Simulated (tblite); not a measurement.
# C4H9PSSi: geometry relaxation

System: C4H9PSSi.
Method: GFN2-xTB geometry optimisation, gas phase (tblite 0.8.0).

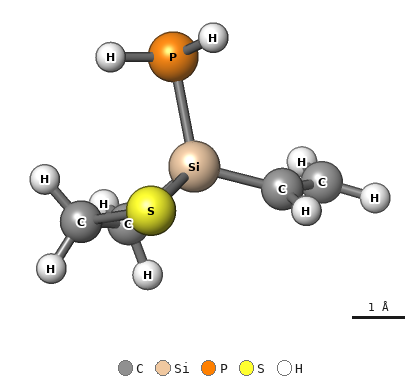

The structure as given in the input (ball-and-stick view, seen at a tilt). Bond lengths as drawn: C–C 1.35 to 1.56 Å, C–H 1.08 to 1.10 Å, C–S 1.86 Å, C–Si 1.78 to 1.87 Å, H–P 1.41 Å, P–Si 2.18 Å and S–Si 2.11 Å.

### Key numbers

```tsv
quantity	value
outcome	converged
total energy	−560.6097 eV
hardware	1 CPU thread, shared host
wall time	1.6 s
peak memory	0.18 GiB
```

### Input file
```
{"job": {"xc": "GFN2-xTB", "basis": "xTB", "kind": "relax"}, "charge": 0, "multiplicity": 1}
C      1.830800    -1.957900     1.006400
C      1.156100    -0.810700     1.240600
Si     0.251100     0.182500     0.066300
P      1.486000     1.155600    -1.450600
C     -1.418300    -0.435300    -0.507800
C     -2.083600     0.969500    -0.380600
S     -1.019500     1.568300     1.019100
H      1.881800    -2.403300     0.024800
H      2.347700    -2.474000     1.811700
H      1.152900    -0.424800     2.268000
H      0.597200     2.192600    -1.787400
H      2.259800     1.936500    -0.563100
H     -1.451600    -0.839800    -1.520500
H     -1.852000    -1.187700     0.147500
H     -3.148300     0.935100    -0.124400
H     -1.997700     1.602600    -1.261600
```

The first line tells a small driver script what to run in tblite; the rest is the geometry in Å.

Command:
```bash
OMP_NUM_THREADS=1 python <driver script> task.json out
```

### Output
```
step      E/eV     max force
  0    -560.02806    3.758
  1    -560.22111    2.218
  2    -560.32207    0.825
  3    -560.38261    0.522
  4    -560.41636    0.297
  5    -560.43047    0.266
  6    -560.44071    0.208
  7    -560.44779    0.177
  8    -560.45276    0.223
  9    -560.45724    0.240
 10    -560.46214    0.172
 11    -560.46640    0.161
 12    -560.46921    0.106
 13    -560.47089    0.118
 14    -560.47245    0.111
 15    -560.47466    0.128
 16    -560.47780    0.171
 17    -560.48177    0.175
 18    -560.48623    0.157
 19    -560.49069    0.166
 20    -560.49475    0.172
 21    -560.49845    0.167
 22    -560.50146    0.149
 23    -560.50384    0.142
 24    -560.50611    0.146
 25    -560.50837    0.139
 26    -560.51039    0.110
 27    -560.51201    0.088
 28    -560.51336    0.108
 29    -560.51475    0.149
 30    -560.51642    0.163
 31    -560.51820    0.132
 32    -560.51977    0.105
 33    -560.52099    0.078
 34    -560.52209    0.088
 35    -560.52339    0.107
 36    -560.52498    0.104
 37    -560.52667    0.101
 38    -560.52825    0.095
 39    -560.52980    0.111
 40    -560.53153    0.129
 41    -560.53346    0.128
 42    -560.53520    0.106
 43    -560.53630    0.082
 44    -560.53696    0.093
 45    -560.53785    0.087
 46    -560.53962    0.081
 47    -560.54100    0.078
 48    -560.54219    0.079
 49    -560.54299    0.093
 50    -560.54401    0.093
 51    -560.54546    0.099
 52    -560.54722    0.111
 53    -560.54892    0.097
 54    -560.55044    0.089
 55    -560.55194    0.087
 56    -560.55363    0.100
 57    -560.55504    0.106
 58    -560.55529    0.152
 59    -560.55709    0.079
 60    -560.55811    0.087
 61    -560.55989    0.105
 62    -560.56169    0.114
 63    -560.56407    0.104
 64    -560.56620    0.077
 65    -560.56799    0.070
 66    -560.56954    0.085
 67    -560.57116    0.091
 68    -560.57287    0.098
 69    -560.57418    0.171
 70    -560.57117    0.466
 71    -560.57683    0.144
 72    -560.57796    0.083
 73    -560.57955    0.080
 74    -560.58112    0.107
 75    -560.58212    0.096
 76    -560.58348    0.078
 77    -560.58529    0.060
 78    -560.58576    0.063
 79    -560.58585    0.104
 80    -560.58666    0.050
 81    -560.58707    0.042
 82    -560.58779    0.057
 83    -560.58840    0.057
 84    -560.58903    0.050
 85    -560.58953    0.043
 86    -560.58998    0.046
 87    -560.59042    0.056
 88    -560.59082    0.055
 89    -560.59121    0.075
 90    -560.59163    0.059
 91    -560.59253    0.080
 92    -560.59334    0.091
 93    -560.59450    0.068
 94    -560.59530    0.073
 95    -560.59596    0.075
 96    -560.59669    0.086
 97    -560.59769    0.110
 98    -560.59915    0.104
 99    -560.60066    0.090
100    -560.60142    0.063
101    -560.60192    0.059
102    -560.60225    0.042
103    -560.60239    0.022
104    -560.60246    0.020
105    -560.60253    0.022
106    -560.60263    0.029
107    -560.60276    0.030
108    -560.60293    0.038
109    -560.60313    0.034
110    -560.60333    0.034
111    -560.60351    0.036
112    -560.60371    0.037
113    -560.60398    0.041
114    -560.60427    0.046
115    -560.60451    0.044
116    -560.60469    0.038
117    -560.60488    0.035
118    -560.60516    0.050
119    -560.60553    0.058
120    -560.60593    0.049
121    -560.60627    0.038
122    -560.60662    0.038
123    -560.60704    0.052
124    -560.60724    0.079
125    -560.60764    0.051
126    -560.60779    0.024
127    -560.60790    0.017
128    -560.60795    0.015
129    -560.60799    0.011
130    -560.60801    0.009
131    -560.60803    0.011
132    -560.60805    0.013
133    -560.60809    0.014
134    -560.60812    0.016
135    -560.60816    0.015
136    -560.60821    0.017
137    -560.60828    0.026
138    -560.60837    0.027
139    -560.60848    0.027
140    -560.60859    0.024
141    -560.60869    0.027
142    -560.60879    0.033
143    -560.60886    0.028
144    -560.60892    0.015
145    -560.60896    0.012
146    -560.60899    0.010
147    -560.60901    0.008
148    -560.60902    0.008
149    -560.60903    0.007
150    -560.60905    0.011
151    -560.60906    0.012
152    -560.60907    0.008
153    -560.60908    0.007
154    -560.60908    0.007
155    -560.60909    0.010
156    -560.60910    0.011
157    -560.60911    0.008
158    -560.60913    0.007
159    -560.60914    0.009
160    -560.60916    0.011
161    -560.60918    0.013
162    -560.60920    0.015
163    -560.60924    0.016
164    -560.60928    0.013
165    -560.60931    0.014
166    -560.60933    0.011
167    -560.60935    0.015
168    -560.60938    0.016
169    -560.60941    0.016
170    -560.60945    0.016
171    -560.60950    0.018
172    -560.60955    0.022
173    -560.60960    0.022
174    -560.60964    0.013
175    -560.60966    0.008
176    -560.60967    0.009
177    -560.60968    0.007
178    -560.60968    0.005
179    -560.60969    0.006
180    -560.60969    0.005
181    -560.60970    0.005
182    -560.60970    0.004
183    -560.60970    0.005
184    -560.60971    0.005
185    -560.60971    0.004
186    -560.60971    0.002
```

### Trajectory as extended XYZ (Å, eV, eV/Å), 12 frames, from step=0 to step=186
```
16
Properties=species:S:1:pos:R:3:forces:R:3 step=0 energy=-560.02806
C     1.8308   -1.9579    1.0064   -0.6040   1.1450   0.4610
C     1.1561   -0.8107    1.2406    2.0600  -2.4870   1.9220
Si    0.2511    0.1825    0.0663   -0.4830   0.4230  -0.8630
P     1.4860    1.1556   -1.4506    0.9130   0.7390  -1.0020
C    -1.4183   -0.4353   -0.5078   -0.6770   0.2710  -1.3010
C    -2.0836    0.9695   -0.3806   -0.0350  -1.1070   0.6960
S    -1.0195    1.5683    1.0191   -1.2830   1.3040   0.2560
H     1.8818   -2.4033    0.0248   -0.0190   0.0900   0.0960
H     2.3477   -2.4740    1.8117   -0.1330   0.1060  -0.3000
H     1.1529   -0.4248    2.2680    0.0940  -0.2530  -0.3250
H     0.5972    2.1926   -1.7874    0.2570  -0.2500   0.2760
H     2.2598    1.9365   -0.5631   -0.4350  -0.2320  -0.2600
H    -1.4516   -0.8398   -1.5205   -0.2060   0.0370  -0.0840
H    -1.8520   -1.1877    0.1475   -0.1300   0.2760   0.1040
H    -3.1483    0.9351   -0.1244    0.2940   0.0210   0.2480
H    -1.9977    1.6026   -1.2616    0.3880  -0.0840   0.0770
16
Properties=species:S:1:pos:R:3:forces:R:3 step=16 energy=-560.47780
C     1.8470   -1.9537    1.0449   -0.0160   0.0120   0.0060
C     1.2021   -0.8406    1.3574   -0.0290   0.0570  -0.0630
Si    0.2611    0.2037    0.0918    0.0630  -0.0450   0.0610
P     1.5516    1.1406   -1.5224    0.0130   0.0300   0.0480
C    -1.4277   -0.4114   -0.5826   -0.0600   0.0820   0.0170
C    -2.1207    0.9319   -0.3615   -0.0750  -0.0280  -0.0450
S    -1.1077    1.6739    0.9696    0.0170   0.0200   0.0190
H     1.8631   -2.3376    0.0332    0.0110   0.0430   0.1650
H     2.3816   -2.5303    1.7903   -0.0510   0.0610  -0.1510
H     1.2204   -0.4833    2.3810   -0.0230  -0.0450  -0.0770
H     0.6499    2.1705   -1.7780    0.0560  -0.0790   0.0140
H     2.2596    1.9245   -0.6179   -0.0210  -0.0640  -0.0570
H    -1.5226   -0.7711   -1.6069    0.1000   0.0070   0.0540
H    -1.8528   -1.1605    0.0882    0.0200   0.0190  -0.0970
H    -3.1633    0.8758   -0.0592   -0.0190  -0.0420   0.0750
H    -2.0490    1.5766   -1.2394    0.0150  -0.0280   0.0320
16
Properties=species:S:1:pos:R:3:forces:R:3 step=33 energy=-560.52099
C     1.8181   -1.8697    1.0312    0.0150   0.0130  -0.0100
C     1.1496   -0.7956    1.4172    0.0170   0.0200   0.0050
Si    0.2370    0.2794    0.1671    0.0590  -0.0070   0.0220
P     1.6172    0.9489   -1.4901    0.0320   0.0330  -0.0030
C    -1.3897   -0.3430   -0.6142   -0.0240  -0.0110  -0.0190
C    -2.2021    0.9063   -0.2833   -0.0300  -0.0110  -0.0190
S    -1.1520    1.7802    0.9402    0.0510  -0.0360   0.0460
H     1.8280   -2.1783   -0.0022    0.0430  -0.0210   0.0260
H     2.3820   -2.4795    1.7214   -0.0400   0.0030  -0.0370
H     1.1673   -0.5079    2.4586   -0.0550   0.0350   0.0100
H     0.7937    1.9991   -1.8734    0.0650   0.0000  -0.0050
H     2.3869    1.7636   -0.6761   -0.0070   0.0040  -0.0190
H    -1.3493   -0.5370   -1.6832   -0.0270  -0.0420  -0.0550
H    -1.7974   -1.2256   -0.1281   -0.0280  -0.0100   0.0230
H    -3.1787    0.7091    0.1498   -0.0300   0.0060   0.0410
H    -2.3183    1.5588   -1.1462   -0.0390   0.0260  -0.0050
16
Properties=species:S:1:pos:R:3:forces:R:3 step=50 energy=-560.54401
C     1.8189   -1.8038    1.0325    0.0280   0.0040   0.0080
C     1.0863   -0.7595    1.3827    0.0180   0.0020  -0.0150
Si    0.2358    0.3073    0.0835    0.0430   0.0040   0.0110
P     1.7516    0.8705   -1.4989   -0.0290   0.0610  -0.0120
C    -1.4144   -0.3160   -0.6600   -0.0630  -0.0180   0.0000
C    -2.2609    0.8658   -0.1888   -0.0520   0.0200  -0.0530
S    -1.1402    1.7624    0.9542    0.0130   0.0090  -0.0240
H     1.9486   -2.0701   -0.0056    0.0070  -0.0240   0.0470
H     2.3195   -2.4297    1.7548    0.0140   0.0060  -0.0210
H     0.9876   -0.4941    2.4268   -0.0400  -0.0420  -0.0040
H     1.0442    1.9521   -2.0044    0.0090  -0.0280   0.0270
H     2.5087    1.6833   -0.6697   -0.0420  -0.0420   0.0110
H    -1.4351   -0.4405   -1.7418   -0.0040   0.0160   0.0120
H    -1.7711   -1.2439   -0.2155    0.0710  -0.0070  -0.0090
H    -3.1708    0.5755    0.3353    0.0650   0.0640   0.0200
H    -2.5162    1.5497   -0.9966   -0.0400  -0.0250   0.0010
16
Properties=species:S:1:pos:R:3:forces:R:3 step=67 energy=-560.57116
C     1.8655   -1.7368    1.0545    0.0310   0.0180   0.0060
C     0.9839   -0.7872    1.3224    0.0080   0.0390   0.0140
Si    0.2320    0.3016   -0.0245    0.0510   0.0290  -0.0610
P     1.8374    0.7970   -1.5395   -0.0350  -0.0210   0.0770
C    -1.4580   -0.2774   -0.7079    0.0020  -0.0210  -0.0350
C    -2.2986    0.8469   -0.1036    0.0460   0.0050   0.0420
S    -1.0469    1.8930    0.7430   -0.0450   0.0200   0.0380
H     2.1919   -1.9358    0.0447   -0.0080   0.0210   0.0190
H     2.3049   -2.3506    1.8261   -0.0060  -0.0050  -0.0220
H     0.6932   -0.6053    2.3490   -0.0250  -0.0320   0.0120
H     1.2358    1.9421   -2.0342   -0.0270  -0.0050   0.0170
H     2.5615    1.5184   -0.6047    0.0350  -0.0170  -0.0440
H    -1.5186   -0.2929   -1.7929   -0.0250  -0.0060  -0.0540
H    -1.7624   -1.2560   -0.3452   -0.0520  -0.0150  -0.0190
H    -3.0110    0.4896    0.6391    0.0210   0.0700  -0.0330
H    -2.8181    1.4624   -0.8378    0.0260  -0.0780   0.0400
16
Properties=species:S:1:pos:R:3:forces:R:3 step=84 energy=-560.58903
C     1.8896   -1.6094    1.0873    0.0170   0.0270  -0.0110
C     0.8774   -0.7824    1.2954    0.0110  -0.0130   0.0030
Si    0.2184    0.3175   -0.0932   -0.0270  -0.0290  -0.0170
P     1.8867    0.6630   -1.5683   -0.0390  -0.0320   0.0010
C    -1.4867   -0.2351   -0.7700    0.0010  -0.0090   0.0080
C    -2.3018    0.8044   -0.0046    0.0000   0.0080  -0.0030
S    -1.0239    1.9694    0.6062    0.0170   0.0080   0.0280
H     2.3730   -1.6572    0.1216    0.0100  -0.0030   0.0210
H     2.2855   -2.2646    1.8476   -0.0220   0.0230   0.0130
H     0.4080   -0.7368    2.2705    0.0080  -0.0260  -0.0150
H     1.4016    1.8637   -2.0503   -0.0110   0.0310  -0.0170
H     2.6705    1.2951   -0.6221    0.0330  -0.0010   0.0000
H    -1.5841   -0.0974   -1.8468    0.0110  -0.0040   0.0440
H    -1.7920   -1.2522   -0.5358    0.0100  -0.0110  -0.0190
H    -2.8073    0.3863    0.8645   -0.0030  -0.0030  -0.0420
H    -3.0224    1.3443   -0.6134   -0.0160   0.0320   0.0040
16
Properties=species:S:1:pos:R:3:forces:R:3 step=101 energy=-560.60192
C     1.9739   -1.5372    1.1642    0.0080   0.0360  -0.0070
C     0.8455   -0.8520    1.2583    0.0310  -0.0500   0.0080
Si    0.2066    0.2671   -0.1229    0.0180   0.0100   0.0160
P     1.7907    0.6379   -1.6811   -0.0070  -0.0050  -0.0020
C    -1.5191   -0.2112   -0.7939   -0.0180  -0.0340  -0.0050
C    -2.2974    0.8225    0.0162   -0.0440  -0.0230  -0.0250
S    -0.9825    1.9186    0.6709    0.0170   0.0190   0.0030
H     2.5953   -1.4770    0.2825   -0.0170   0.0030  -0.0050
H     2.3318   -2.1807    1.9532   -0.0010   0.0100  -0.0140
H     0.2555   -0.9331    2.1634   -0.0160   0.0110  -0.0170
H     1.3726    1.9199   -1.9986    0.0100  -0.0250   0.0140
H     2.7065    1.0989   -0.7560    0.0080   0.0140   0.0080
H    -1.6158   -0.0295   -1.8642    0.0000   0.0070   0.0340
H    -1.8520   -1.2287   -0.6022   -0.0050   0.0030   0.0050
H    -2.8166    0.3832    0.8669    0.0020   0.0120  -0.0360
H    -3.0025    1.4103   -0.5682    0.0130   0.0130   0.0230
16
Properties=species:S:1:pos:R:3:forces:R:3 step=118 energy=-560.60516
C     2.0001   -1.5447    1.1438   -0.0090   0.0000   0.0010
C     0.8671   -0.8751    1.2776    0.0070  -0.0020  -0.0080
Si    0.2008    0.2471   -0.0846   -0.0330   0.0220  -0.0010
P     1.7707    0.6375   -1.6529   -0.0070  -0.0120   0.0100
C    -1.5206   -0.2241   -0.7728   -0.0330  -0.0130  -0.0030
C    -2.3017    0.8530   -0.0221   -0.0430  -0.0190  -0.0180
S    -0.9891    1.8895    0.7292    0.0300  -0.0080  -0.0170
H     2.5809   -1.4824    0.2344    0.0020   0.0110   0.0290
H     2.3943   -2.1811    1.9201    0.0140  -0.0150  -0.0100
H     0.3018   -0.9533    2.1984    0.0240  -0.0100  -0.0090
H     1.3120    1.9027   -1.9748    0.0110   0.0080  -0.0140
H     2.6806    1.1349   -0.7406    0.0110   0.0080   0.0130
H    -1.5972   -0.0933   -1.8519    0.0030   0.0070   0.0300
H    -1.8706   -1.2277   -0.5398    0.0030   0.0210   0.0050
H    -2.9116    0.4480    0.7836    0.0080   0.0090  -0.0150
H    -2.9251    1.4779   -0.6589    0.0110  -0.0070   0.0080
16
Properties=species:S:1:pos:R:3:forces:R:3 step=135 energy=-560.60816
C     2.0416   -1.5197    1.1319   -0.0070   0.0010   0.0010
C     0.8724   -0.9150    1.2617   -0.0020   0.0010   0.0090
Si    0.1814    0.2204   -0.0775    0.0020   0.0060  -0.0040
P     1.7724    0.6165   -1.6238    0.0070   0.0010  -0.0040
C    -1.5502   -0.2326   -0.7546   -0.0040  -0.0050  -0.0020
C    -2.3111    0.8835   -0.0416   -0.0020  -0.0010  -0.0050
S    -0.9810    1.8776    0.7387   -0.0010   0.0060   0.0020
H     2.6390   -1.3921    0.2405    0.0000  -0.0040   0.0070
H     2.4538   -2.1646    1.8919    0.0010  -0.0010  -0.0030
H     0.2957   -1.0540    2.1673    0.0000  -0.0140   0.0000
H     1.3161    1.8761   -1.9709   -0.0050  -0.0010  -0.0050
H     2.6556    1.1306   -0.6936    0.0040   0.0060  -0.0040
H    -1.6248   -0.1402   -1.8368   -0.0020   0.0070   0.0020
H    -1.9210   -1.2187   -0.4850    0.0110  -0.0060   0.0080
H    -2.9635    0.5163    0.7480   -0.0020   0.0060  -0.0080
H    -2.8841    1.5250   -0.7077    0.0000  -0.0010   0.0080
16
Properties=species:S:1:pos:R:3:forces:R:3 step=152 energy=-560.60907
C     2.0513   -1.5216    1.1326    0.0010   0.0030   0.0000
C     0.8694   -0.9407    1.2549   -0.0010  -0.0050  -0.0010
Si    0.1856    0.2185   -0.0677   -0.0010   0.0000   0.0020
P     1.7712    0.6247   -1.6177    0.0040  -0.0040  -0.0050
C    -1.5489   -0.2391   -0.7343   -0.0030   0.0010   0.0000
C    -2.3038    0.9014   -0.0538   -0.0010   0.0030   0.0030
S    -0.9748    1.8735    0.7569    0.0020  -0.0040  -0.0010
H     2.6681   -1.3518    0.2618    0.0010   0.0000   0.0010
H     2.4570   -2.1870    1.8784   -0.0020   0.0000   0.0010
H     0.2720   -1.1260    2.1386    0.0030   0.0020   0.0010
H     1.2824    1.8648   -1.9907   -0.0040   0.0000  -0.0050
H     2.6425    1.1818   -0.7006   -0.0020   0.0020   0.0040
H    -1.6323   -0.1861   -1.8182    0.0030   0.0040  -0.0020
H    -1.9175   -1.2144   -0.4251    0.0000  -0.0020  -0.0010
H    -2.9913    0.5602    0.7172    0.0000   0.0010  -0.0020
H    -2.8384    1.5507   -0.7438    0.0020  -0.0020   0.0020
16
Properties=species:S:1:pos:R:3:forces:R:3 step=169 energy=-560.60941
C     2.0611   -1.5234    1.1386   -0.0020  -0.0070  -0.0060
C     0.8715   -0.9571    1.2546   -0.0030  -0.0010   0.0000
Si    0.1865    0.2098   -0.0607   -0.0020  -0.0040   0.0110
P     1.7758    0.6164   -1.6062    0.0050  -0.0050  -0.0020
C    -1.5492   -0.2348   -0.7328    0.0020  -0.0020  -0.0010
C    -2.2985    0.9107   -0.0550    0.0040  -0.0010  -0.0040
S    -0.9684    1.8636    0.7760    0.0090  -0.0070  -0.0050
H     2.6850   -1.3390    0.2758   -0.0010   0.0060  -0.0010
H     2.4654   -2.1940    1.8806   -0.0030   0.0090   0.0020
H     0.2683   -1.1579    2.1308   -0.0020   0.0000   0.0040
H     1.2508    1.8253   -2.0291   -0.0040   0.0030   0.0000
H     2.6128    1.2337   -0.6957    0.0080   0.0060  -0.0010
H    -1.6279   -0.1805   -1.8169    0.0010  -0.0020  -0.0020
H    -1.9252   -1.2078   -0.4255    0.0000  -0.0020   0.0010
H    -3.0011    0.5756    0.7047   -0.0020  -0.0030   0.0020
H    -2.8145    1.5684   -0.7507   -0.0100   0.0120   0.0030
16
Properties=species:S:1:pos:R:3:forces:R:3 step=186 energy=-560.60971
C     2.0581   -1.5167    1.1518    0.0000  -0.0020  -0.0010
C     0.8605   -0.9643    1.2513   -0.0010   0.0010  -0.0010
Si    0.1892    0.2052   -0.0684   -0.0010  -0.0010   0.0010
P     1.7901    0.6005   -1.6053    0.0010   0.0020   0.0000
C    -1.5483   -0.2244   -0.7461    0.0000   0.0000   0.0000
C    -2.2949    0.9059   -0.0401    0.0010   0.0000   0.0000
S    -0.9549    1.8675    0.7651    0.0010  -0.0020   0.0000
H     2.6930   -1.3200    0.2999    0.0010   0.0000  -0.0010
H     2.4586   -2.1851    1.8977   -0.0010   0.0020   0.0010
H     0.2455   -1.1750    2.1171   -0.0010   0.0000   0.0000
H     1.2496    1.7911   -2.0604    0.0000  -0.0010   0.0000
H     2.6100    1.2531   -0.7034    0.0000  -0.0010   0.0000
H    -1.6255   -0.1406   -1.8287   -0.0010   0.0000   0.0000
H    -1.9273   -1.2043   -0.4656    0.0010   0.0000   0.0000
H    -2.9701    0.5523    0.7361    0.0000   0.0010   0.0000
H    -2.8410    1.5638   -0.7126    0.0000  -0.0010  -0.0010
```
